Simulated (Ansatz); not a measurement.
# Quasiparticle gap of SnO2 (Cassiterite), part 2 of 3

Aim: the quasiparticle gap of SnO2 (Cassiterite), starting from HSE06.

Ansatz 0.2.0; HSE06, then G0W0 on it, plane waves, PAW. Known limits of the many-body steps: finite bands, screening cutoff and k mesh; no spin-orbit coupling in G0W0.

So far. Step 2 (The starting point: HSE06): Over mesh and listed points the gap is 3.040 eV, direct, at k = Γ.

In doubt: masses and optical values from hybrid runs of this build are listed as unsure, which bears on the screening that GW takes from such a start.

## 3. One-shot GW

G0W0 replaces the xc potential by a self-energy built once from the orbitals of the start. Levels are corrected in the window of bands that the input names, at points of the mesh.

This step: G0W0 on HSE06, plane waves, PAW.

input.yaml

```yaml
crystal:
  lattice:
    - [4.738, 0.0, 0.0]
    - [0.0, 4.738, 0.0]
    - [0.0, 0.0, 3.1865]
  atoms:
    - { symbol: Sn, position: [0.0, 0.0, 0.0] }
    - { symbol: Sn, position: [0.5, 0.5, 0.5] }
    - { symbol: O, position: [0.3071, 0.3071, 0.0] }
    - { symbol: O, position: [0.1929, 0.8071, 0.5] }
    - { symbol: O, position: [0.6929, 0.6929, 0.0] }
    - { symbol: O, position: [0.8071, 0.1929, 0.5] }
kpoints:
  mp_grid: { grid: [4, 4, 6] }
hamiltonian:
  xc: hse06
  pseudopotentials: { kind: paw, source: ansatz }
scf:
  occupations: { method: fixed }
gw:
  n_empty_bands: 425
  ecut_chi: 190.0
  qp_bands: [v2, c2]
  qp_kpoints: band_edges
  screening: { model: contour_deformation }
```

The run is started by

```bash
> ansatz run input.yaml --threads 4 --pin off --max-ram 138240MiB --backend cuda --events-out ev --progress --plain --runs-dir out --devices 1 --max-vram 26GiB
```

Numbers of over 12 decimals in the logs are rounded to 6 here.

Output:

```text
GPUs: using 1 of 1 available (devices: 1).
[...]
GPU FFT provider: cuFFT
GPU libraries: cuBLAS 13.8.2, cuFFT 12.4.0, cuSOLVER 12.3.4
Crystal: 6 atoms, lattice volume = 71.533 Å³
Basis set: ecut = 930 eV, 4587 PW (Γ)
Bands: 41, of which v1, the nominal top of the filled ones, is band 34 counted from 1 (33 counted from 0)
Symmetry: 16 space group operations
[...]
k-points: 24 of 96
[...]
GPU buffer pool allocated for 104976 grid points (all kernels)
[...]
SCF iter   1: F=—  HF=-21720.775905 eV  |F-HF|=—  |Δ(HF+E_count)|=         —  Δρ=8.48e-2  dr2=3.40e0  ethr=1.00e-1  ⟨swp⟩=4.0  Hψ=2804  notcnv=0
[...]
SCF iter   5: F=-21719.980929 eV  HF=-21719.980884 eV  |F-HF|=4.52e-5  |Δ(HF+E_count)|=   2.00e-4  Δρ=4.73e-4  dr2=4.59e-5  ethr=1.39e-5  ⟨swp⟩=3.0  Hψ=2519  notcnv=0
SCF 1 stopped early in 5 iterations: F = -21719.980929 eV  dr2 = 4.59e-5
[...]
GPU FFT provider: cuFFT
GPU libraries: cuBLAS 13.8.2, cuFFT 12.4.0, cuSOLVER 12.3.4
[...]
GPU buffer pool allocated for 104976 grid points (all kernels)
[...]
Frozen-core exchange: fock
SCF iter   1: F=—  HF=-21727.599246 eV  |F-HF|=—  |Δ(HF+E_count)|=         —  Δρ=9.97e-3  dr2=4.52e-2  ethr=6.74e-7  ⟨swp⟩=7.8  Hψ=5737  notcnv=0
[...]
SCF iter   5: F=-21727.608542 eV  HF=-21727.608547 eV  |F-HF|=4.81e-6  |Δ(HF+E_count)|=   2.17e-4  Δρ=1.12e-4  dr2=7.54e-6  ethr=1.43e-9  ⟨swp⟩=6.2  Hψ=4328  notcnv=0  defer=5
SCF 2 stopped early in 5 iterations: F = -21727.608542 eV  dr2 = 7.54e-6
[...]
hybrid outer 1: dexx = +2.576e-2 eV, tail = 4.37e-5 eV
GPU FFT provider: cuFFT
GPU libraries: cuBLAS 13.8.2, cuFFT 12.4.0, cuSOLVER 12.3.4
GPU buffer pool allocated for 104976 grid points (all kernels)
[...]
Frozen-core exchange: fock
SCF iter   1: F=—  HF=-21727.608460 eV  |F-HF|=—  |Δ(HF+E_count)|=         —  Δρ=6.50e-5  dr2=2.10e-6  ethr=3.22e-7  ⟨swp⟩=3.2  Hψ=2242  notcnv=0
[...]
SCF iter   2: F=-21727.608460 eV  HF=-21727.608460 eV  |F-HF|=4.44e-9  |Δ(HF+E_count)|=   2.47e-7  Δρ=1.51e-5  dr2=8.56e-8  ethr=4.65e-11  ⟨swp⟩=3.0  Hψ=5691  notcnv=0
SCF 3 converged in 2 iterations: F = -21727.608460 eV  dr2 = 8.56e-8
[...]
the search or the solves at the SCF's close seem to have found levels that the self-consistency loop had missed (the run counts 1). By its estimate they hold under 1e-12 electrons; where the run keeps them, the occupations were computed again with them
[...]
NSCF: frozen V_eff on 24 k-points
Exchange-term sweep: 0 of 24 (spin, k) points
Exchange-term sweep: 2 of 24 (spin, k) points
Exchange-term sweep: 3 of 24 (spin, k) points
Exchange-term sweep: 4 of 24 (spin, k) points
Exchange-term sweep: 5 of 24 (spin, k) points
Exchange-term sweep: 6 of 24 (spin, k) points
Exchange-term sweep: 8 of 24 (spin, k) points
Exchange-term sweep: 9 of 24 (spin, k) points
Exchange-term sweep: 10 of 24 (spin, k) points
Exchange-term sweep: 11 of 24 (spin, k) points
Exchange-term sweep: 12 of 24 (spin, k) points
Exchange-term sweep: 14 of 24 (spin, k) points
Exchange-term sweep: 15 of 24 (spin, k) points
Exchange-term sweep: 16 of 24 (spin, k) points
Exchange-term sweep: 17 of 24 (spin, k) points
Exchange-term sweep: 18 of 24 (spin, k) points
Exchange-term sweep: 20 of 24 (spin, k) points
Exchange-term sweep: 21 of 24 (spin, k) points
Exchange-term sweep: 22 of 24 (spin, k) points
Exchange-term sweep: 23 of 24 (spin, k) points
Exchange-term sweep: 24 of 24 (spin, k) points
G₀W₀ screening: q 1/24
[... further progress lines ...]
[...]
Free energy (F): -21727.608460 eV
Frozen-core exchange: fock
[...]
Internal energy: -21727.608460 eV  (E = F + TS)
E sigma→0 (E₀):  -21727.608460 eV
Fermi energy:    9.792893 eV
[...]
--- Band table (eV; the first three rows and the last of 24) ---
  k-point 0: bands = [... 30 lower, 8.7710, 9.0776, 9.0776, 9.7929, 12.8455, 17.9924, 18.0367]
  k-point 1: bands = [... 30 lower, 7.8077, 9.1039, 9.1039, 9.5468, 14.3434, 18.5945, 19.1980]
  k-point 2: bands = [... 30 lower, 7.2266, 8.8040, 8.8040, 8.8873, 16.6192, 19.0040, 20.6263]
  k-point 23: bands = [... 30 lower, 8.8256, 8.8256, 8.8859, 8.8859, 16.7121, 16.7121, 20.6352]
  guard bands above this table: 4 of the run's 41 bands. The solve was not asked for them (output.publish_guard_bands: true or output.eigenvalues: true publishes all)
--- G₀W₀: contour deformation, 7 samples at zero and on the imaginary axis and 2 off it, 96 q-points, 425 empty bands' worth ---
  eigenvalues of the whole cell's RPA ε∞ on this k-mesh (on a slab, of 1 + 4πα/V) = 3.3160, 3.3160, 3.6198; static W/v taken at q = 0 is 0.292773
  bands read: the sum over 459 bands ends inside a degenerate multiplet in 15 slots, whose members it reads at an even weight; the widest, k=2: bands 459 to 460 (counted from 1) at 1/2 each
  gw.qp_kpoints: band_edges: 13 of 24 stored k-points solved, in 1 pass; an edge of the gap read off the rows below is read off those points alone
    valence top: of the k-points left out ik 6 came nearest to being solved in a further pass, in band 34 (counted from 1, as in the quasiparticle table): it holds the edge there only if its correction is more favourable than any solved in that band by at least 0.644 eV; those differ by 0.108 eV
    conduction bottom: of the k-points left out ik 16 came nearest to being solved in a further pass, in band 35 (counted from 1, as in the quasiparticle table): it holds the edge there only if its correction is more favourable than any solved in that band by at least 3.541 eV; those differ by 0.263 eV
    ik  band        ε_KS         Σx   Σc(E_QP)       V_xc       Z   E_QP_lin       E_QP  E_QP is
     0    33      9.0776   -26.5521     4.1403   -22.1348  0.7903     8.7999     8.8006  root
     0    34      9.7929   -27.1909     4.4259   -22.4877  0.7897     9.5149     9.5156  root
     0    35     12.8455   -13.6642    -3.5845   -17.7713  0.8530    13.3693    13.3682  root
     0    36     17.9924   -11.2838    -4.4826   -16.3329  0.8411    18.5612    18.5590  root
     1    33      9.1039   -26.7127     4.1142   -22.3168  0.7912     8.8214     8.8221  root
     1    34      9.5468   -26.8907     4.4467   -22.1411  0.7889     9.2430     9.2439  root
     1    35     14.3434   -14.6890    -3.5430   -18.8601  0.8415    14.9734    14.9715  root
     1    36     18.5945   -12.3496    -4.6435   -17.6559  0.8301    19.2609    19.2573  root
     3    33      8.4414   -26.3221     4.5525   -21.4042  0.7844     8.0745     8.0760  root
     3    34      8.4414   -26.3221     4.5525   -21.4042  0.7844     8.0745     8.0760  root
     3    35     18.1942   -14.1832    -4.6073   -19.5762  0.8238    18.9845    18.9798  root
     3    36     18.1942   -14.1832    -4.6073   -19.5762  0.8238    18.9845    18.9798  root
     4    33      9.1138   -26.6438     4.1519   -22.2117  0.7905     8.8329     8.8336  root
     4    34      9.5054   -26.8092     4.3921   -22.1159  0.7895     9.2032     9.2041  root
     4    35     14.1084   -14.5064    -3.4928   -18.5987  0.8437    14.7095    14.7079  root
     4    36     17.4970   -12.0686    -4.2951   -16.9614  0.8380    18.0971    18.0947  root
     5    33      9.0636   -26.6897     4.1394   -22.2610  0.7910     8.7737     8.7744  root
     5    34      9.4224   -26.8263     4.3867   -22.1353  0.7892     9.1172     9.1181  root
     5    35     15.1381   -14.6041    -3.7123   -18.9755  0.8383    15.7995    15.7972  root
     5    36     18.1939   -13.0972    -4.5119   -18.2972  0.8275    18.8857    18.8820  root
     8    33      9.1958   -26.7261     4.2188   -22.2133  0.7906     8.9010     8.9018  root
     8    34      9.1958   -26.7261     4.2188   -22.2133  0.7906     8.9010     8.9018  root
     8    35     16.1504   -14.0278    -3.9327   -18.6221  0.8355    16.8146    16.8120  root
     8    36     16.1504   -14.0278    -3.9327   -18.6221  0.8355    16.8146    16.8120  root
    11    33      9.2997   -27.2614     3.6626   -23.3410  0.7992     9.0413     9.0419  root
    11    34      9.2997   -27.2614     3.6626   -23.3410  0.7992     9.0413     9.0419  root
    11    35     18.4871   -14.2540    -4.6448   -19.6843  0.8222    19.2776    19.2726  root
    11    36     18.4871   -14.2540    -4.6448   -19.6843  0.8222    19.2776    19.2726  root
    12    33      8.9767   -26.5971     4.2835   -22.0104  0.7887     8.6726     8.6735  root
    12    34      9.2946   -26.6527     4.4196   -21.9152  0.7886     8.9757     8.9767  root
    12    35     14.9459   -14.6370    -3.6375   -18.9156  0.8396    15.5890    15.5869  root
    12    36     17.2289   -12.2976    -4.2851   -17.1842  0.8381    17.8329    17.8305  root
    13    33      8.9929   -26.6767     4.3266   -22.0393  0.7885     8.6812     8.6821  root
    13    34      9.4026   -26.9206     4.2677   -22.3606  0.7905     9.1095     9.1103  root
    13    35     15.6967   -14.5015    -3.8596   -19.0382  0.8364    16.3763    16.3737  root
    13    36     17.8196   -13.2283    -4.4554   -18.3699  0.8297    18.5093    18.5057  root
    14    33      9.0626   -26.5677     4.3590   -21.8819  0.7887     8.7347     8.7358  root
    14    34      9.0700   -27.0688     3.5851   -23.2220  0.7997     8.8077     8.8082  root
    14    35     16.9852   -14.0321    -4.2444   -18.9944  0.8327    17.7067    17.7032  root
    14    36     18.2592   -13.4171    -4.6044   -18.7531  0.8282    18.9948    18.9907  root
    17    33      9.1241   -26.7737     4.1923   -22.2800  0.7908     8.8218     8.8226  root
    17    34      9.1241   -26.7737     4.1923   -22.2800  0.7908     8.8218     8.8226  root
    17    35     16.8739   -14.0806    -4.2029   -18.9861  0.8320    17.5798    17.5764  root
    17    36     16.8739   -14.0806    -4.2029   -18.9861  0.8320    17.5798    17.5764  root
    22    33      8.9888   -26.6031     4.1067   -22.1880  0.7916     8.6796     8.6805  root
    22    34      8.9888   -26.6031     4.1067   -22.1880  0.7916     8.6796     8.6805  root
    22    35     16.9230   -13.2410    -4.3064   -18.2342  0.8389    17.6127    17.6098  root
    22    36     16.9230   -13.2410    -4.3064   -18.2342  0.8389    17.6127    17.6098  root
    23    33      8.8859   -26.6323     4.5590   -21.7362  0.7854     8.5477     8.5489  root
    23    34      8.8859   -26.6323     4.5590   -21.7362  0.7854     8.5477     8.5489  root
    23    35     16.7121   -12.6619    -4.2719   -17.5878  0.8439    17.3685    17.3660  root
    23    36     16.7121   -12.6619    -4.2719   -17.5878  0.8439    17.3685    17.3660  root
```

The job ended after 3.2 min (1 × NVIDIA H100 80GB HBM3 (shared by 3 runs) with 4 threads of AMD EPYC 7R13 (Zen 3), shared host; peak memory 3.6 GiB; 2.7 min of CPU time).

Numbers from this step:

```yaml
bands_summed: 459
rpa_eps_infinity_on_this_mesh_eigenvalues: 3.316, 3.316, 3.620
plane_waves_in_the_screening_matrix: 439
q_points_in_the_mesh: 96
g0w0_gap_over_the_corrected_points: 3.853 eV
k_of_the_valence_top: 0, 0, 0
k_of_the_conduction_bottom: 0, 0, 0
starting_gap_on_the_mesh: 3.053 eV
z_at_the_valence_top: 0.7897
z_at_the_conduction_bottom: 0.8530
least_direct_g0w0_gap_over_the_corrected_points: 3.853 eV
```

Over 13 of 24 irreducible mesh points the G0W0 gap is 3.853 eV, direct, at k = Γ. The HSE06 gap of this run on the mesh is 3.053 eV. The two states that bound the G0W0 gap lie that far apart at the start, so the correction of the gap is 3.853 − 3.053 = +0.800 eV. The start of this run differs from the step before in mesh (4×4×4 and 4×4×6), files (soft_1 PAW and hard PAW) and plane-wave cutoff (420 eV and 930 eV).

Labels follow the order of the start: v1 is the top filled band, c1 the lowest empty one; levels that stay degenerate share a row, the window can cut a multiplet, doubted levels are not marked in this list, bands outside the window were not corrected, and the list may be a part of the corrected levels. Levels before and after the correction, in eV, zero at the valence-band top of each column:

|  | conduction bottom | valence top |
| --- | --- | --- |
| HSE06 | 3.05 | 0.00 |
| G0W0 | 3.85 | 0.00 |

|  | level | occupation | energy (eV) |
| --- | --- | --- | --- |
| HSE06 | Γ v2 | 2 | -0.715 |
| HSE06 | Γ v1 | 2 | 0.000 |
| HSE06 | Γ c1 | 0 | 3.053 |
| HSE06 | Γ c2 | 0 | 8.200 |
| G0W0 | Γ v2 | 2 | -0.715 |
| G0W0 | Γ v1 | 2 | 0.000 |
| G0W0 | Γ c1 | 0 | 3.853 |
| G0W0 | Γ c2 | 0 | 9.043 |

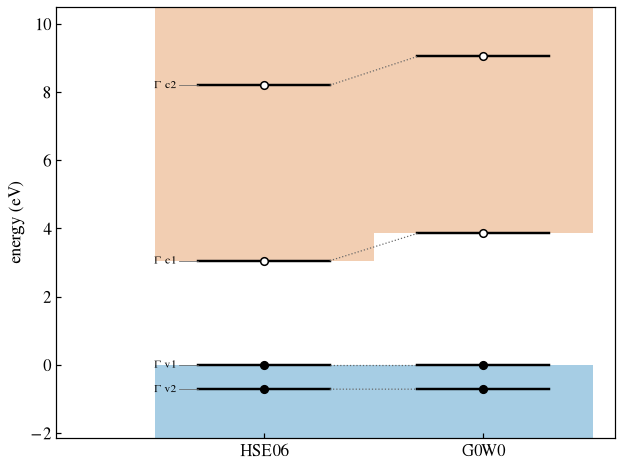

Levels before and after the correction. Shaded: valence and conduction bands. Filled marks are occupied levels, open marks empty ones.

The parts of the quasiparticle energy for the two states that bound the G0W0 gap, in eV on the run's own scale (QP = start + Σx + Σc − Vxc, with Σc at the quasiparticle energy):

| edge | k | band | start | Σx | Σc | Vxc | Z | QP |
| --- | --- | --- | --- | --- | --- | --- | --- | --- |
| valence top | Γ | 34 | 9.793 | −27.191 | 4.426 | −22.488 | 0.790 | 9.516 |
| conduction bottom | Γ | 35 | 12.845 | −13.664 | −3.584 | −17.771 | 0.853 | 13.368 |

For a hybrid start, Vxc holds its share of exact exchange.

(Continued in part 3 of 3.)

[Paths, hosts, dates, memory and timing lines, banners, echoed tables and standing remarks are left out of the program output.]

[Logs are printed without paths, hosts, clocks, repeated set-up lines and the standing remarks that a program may print on its own settings, such as how far it seeks lower states.]

[Runs of the session that timed out or met a known fault of the program may be left out.]

[Cells called generated may have been cut or substituted from an entry of the Crystallography Open Database or the Materials Project.]

[Hosts, paths, dates, database ids (printed as entryN), source tags and the programs' standing remarks are cut or masked in the printed files.]

[Where an RPA ε∞ is given, it is that of the G0W0 mesh and is not shown converged in it. Names of k-points follow the symmetry that the program found, which can be lower than the space group named. Band edges on a path are those of the sampled points; other points can move an edge, and change direct to indirect where valleys lie close.]

[Hybrid gaps are those of their k-mesh and are not shown converged in it.]
